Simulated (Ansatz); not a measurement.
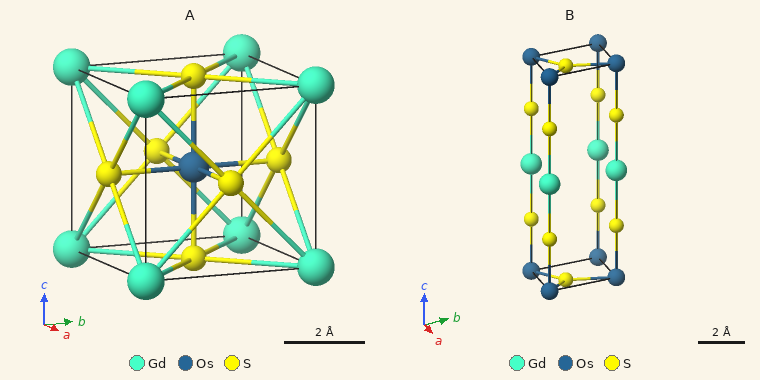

Two structures of GdOsS3, each relaxed to rest (conventional cells in solid outline, small ones repeated, not to one scale). Method: DFT PBE, scalar-relativistic, plane waves, PAW in Ansatz 0.2.0, with collinear spins.

What structure does each panel show?

A: cubic perovskite, Pm-3m. B: 5 atoms a cell on a primitive hexagonal lattice, P-6m2.

Which structure is more stable?

A is lower, by 428 meV/atom at this level of theory (energies at zero smearing). Volumes: A 20.5, B 25.9 Å³/atom.

One or both may be structure types tried for this composition rather than known phases.
